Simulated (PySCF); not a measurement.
**C3H4Cl3, doublet, SMILES `C[CH]C(Cl)(Cl)Cl`: what the electrons do**

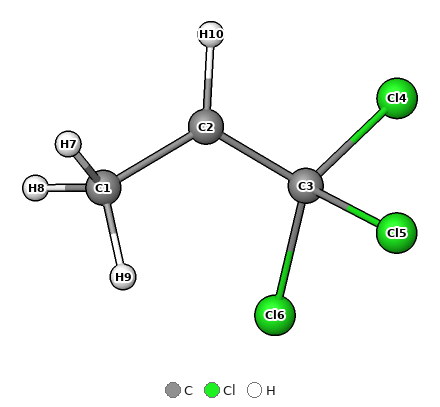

The molecule, with its atoms numbered as below. No frequency check shows the geometry to be a minimum.

Geometry (Å), atoms numbered from 1:

```
C1      -2.3750    0.0374    0.8214
C2      -0.9410    0.0759    1.1535
C3       0.0815    0.0880    0.1534
Cl4      1.6477    0.6238    0.7562
Cl5      0.3590   -1.6986   -0.4593
Cl6     -0.3423    0.9963   -1.3076
H7      -2.9084   -0.6154    1.5109
H8      -2.8160    1.0350    0.9217
H9      -2.5341   -0.2889   -0.2035
H10     -0.6294   -0.0036    2.1814
```

## 1. Bonding charge

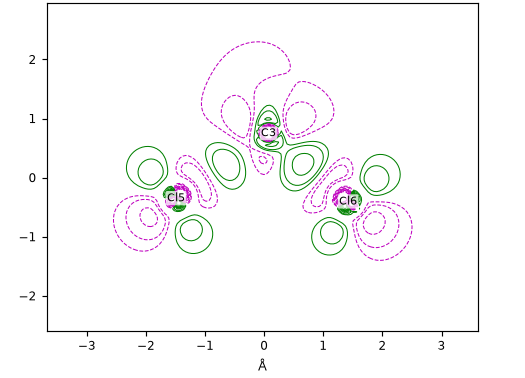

Deformation density (molecule less spherical, spin-averaged free atoms) in the plane of C3, Cl5 and Cl6; contours at ±0.05 to ±0.8 e/Å³; solid green lines: gain, dashed magenta lines: loss.

Computed with PySCF, B3LYP/def2-TZVP, geometry: GFN2-xTB. The stability of the open-shell solution wasn't checked. GFN2-xTB doesn't know the spin state, so this open-shell geometry is rough.

Question: Describe the bonding that the map shows.

Answer: C3–Cl6: +0.26 e/Å³ at the bond critical point (bond length 1.77 Å, Mayer order 1.1). C3–Cl5: +0.16 e/Å³ at the bond critical point (bond length 1.91 Å, Mayer order 1.0). In all, 2.3 electrons gather in the regions of gain relative to the promolecule.

## 2. Bond critical points

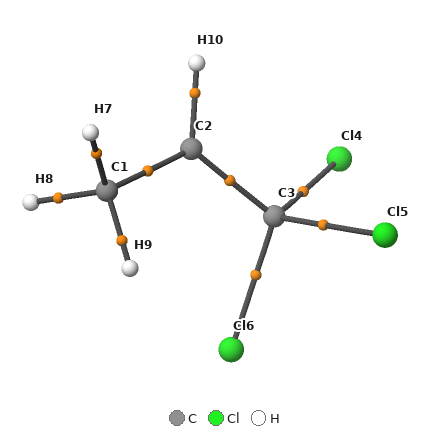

Molecular graph of the electron density (QTAIM): bond paths, bond critical points (orange), ring points (yellow, if any); weak paths are dashed.

Question: How many critical points of each kind are there, and does the count close?

Answer: 10 nuclei, 9 bond, 0 ring and 0 cage critical points: 10 − 9 + 0 − 0 = 1, as the Poincaré–Hopf relation requires.

Question: Give the properties at the bond critical points.

Answer:
```
  bond  length (Å)  ρ (a.u.)  ∇²ρ (a.u.)     ε  H (a.u.)
 C2–C3       1.430     0.304       −0.89  0.12    −0.315
C2–H10       1.077     0.291       −1.05  0.03    −0.301
 C1–H9       1.087     0.283       −0.98  0.01    −0.287
 C1–H7       1.089     0.280       −0.96  0.01    −0.283
 C1–H8       1.095     0.273       −0.92  0.01    −0.273
 C1–C2       1.472     0.272       −0.73  0.05    −0.256
C3–Cl4       1.762     0.200       −0.29  0.01    −0.141
C3–Cl6       1.772     0.196       −0.27  0.01    −0.135
C3–Cl5       1.909     0.146       −0.09  0.02    −0.075
```

Question: What kind of interaction is C3–Cl5?

Answer: Shared-shell (covalent): ρ = 0.146, ∇²ρ = −0.09, H = −0.075 a.u.

## 3. Local ionisation energy

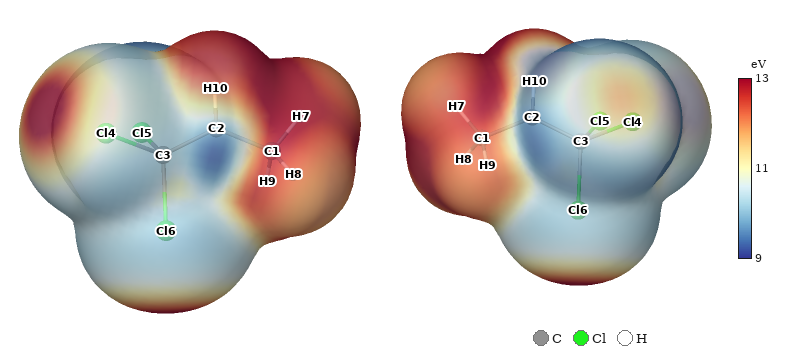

Average local ionisation energy on the surface of electron density 0.001 a.u. (back view left, front view right).

Question: Where are the most loosely bound electrons on this surface?

Answer: The lowest value is 9.3 eV, over C2, off the plane of its three bonds (2.0 Å). Further minima include 9.4 eV, 2.1 Å from Cl5; 9.5 eV, 2.1 Å from Cl5; 10.0 eV, 2.1 Å from Cl6. For comparison, the highest occupied orbital lies at −6.5 eV.

## 4. Spin density

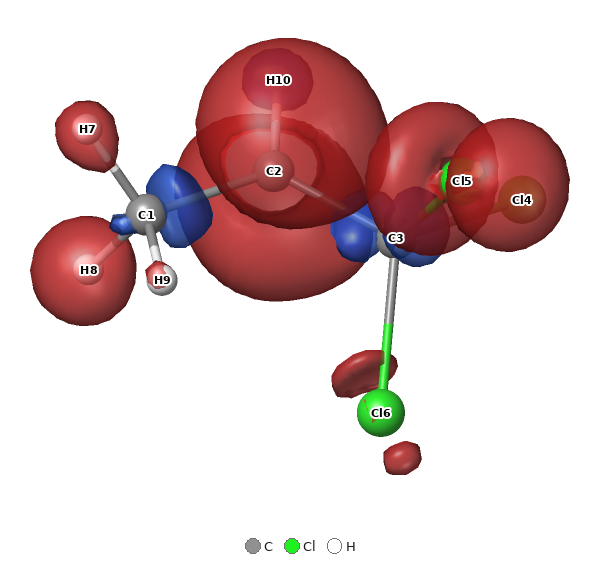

Spin density ρα − ρβ at ±0.02 e/Å³ (red: excess α, blue: excess β).

Question: Where is the unpaired spin?

Answer: Hirshfeld spin populations: C2 +0.59, Cl5 +0.15, C3 +0.05, C1 +0.05 and H8 +0.04. ⟨S²⟩ = 0.76, against 0.75 for a pure state. The picture also shows regions of β spin from spin polarisation; the Hirshfeld sums, whose atoms overlap, net them against the α spin of neighbours.

## 5. In an electric field

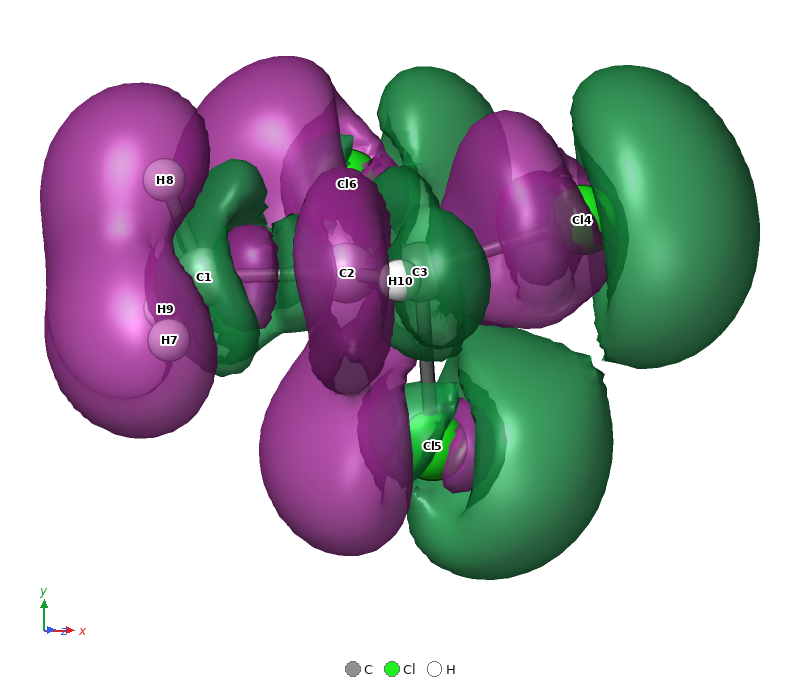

Change of the electron density in a uniform field of 0.41 V/Å, surfaces at ±0.0015 e/Å³ (green: gain, purple: loss).

Computed with PySCF, LDA (SVWN)/aug-cc-pVDZ, geometry: GFN2-xTB. The stability of the open-shell solution wasn't checked. GFN2-xTB doesn't know the spin state, so this open-shell geometry is rough.

Question: Along which Cartesian direction does the field point?

Answer: Along −x: electrons gather on the +x side, against the field.

Question: What dipole is induced, and what polarisability does it imply?

Answer: The induced dipole is 1.94 D (along the field); α along this axis, from the fields in both directions, is 95 bohr³ (14.1 Å³).

Question: Which atoms gain and lose the most charge?

Answer: Electrons gather most on Cl4 (Hirshfeld charge changes by −0.046 e) and leave H8 most (+0.015 e); 0.143 electrons are displaced in all.

## 6. Removing or adding an electron

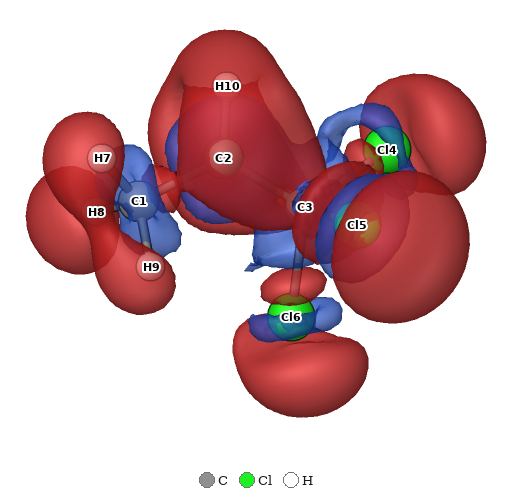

Fukui function f⁺ = ρ(N+1) − ρ(N) at fixed geometry, surfaces at ±0.01 e/Å³ (red positive, blue negative).

Computed with PySCF, LDA (SVWN)/def2-SVPD, geometry: GFN2-xTB. GFN2-xTB doesn't know the spin state, so this open-shell geometry is rough.

Question: On which atoms does the density change most on addition of an electron?

Answer: f⁺ (Hirshfeld-condensed) is largest on Cl5 (0.24) and C2 (0.20); the vertical electron affinity is 1.76 eV (to the singlet anion, which needn't be its lowest state; the anion's highest orbital has positive energy, so this value and f⁺ depend on the basis). Condensed values hint at sites of nucleophilic attack but needn't mark the atom that reacts. Shares this close don't rank the sites. Orbital relaxation makes it negative in places (0.21 e in all).

```tsv
atom	f⁺	charge
C1	+0.04	−0.12
C2	+0.20	−0.02
C3	+0.04	+0.08
Cl4	+0.13	−0.03
Cl5	+0.24	−0.11
Cl6	+0.13	−0.03
H7	+0.05	+0.06
H8	+0.07	+0.06
H9	+0.04	+0.05
H10	+0.07	+0.06
```
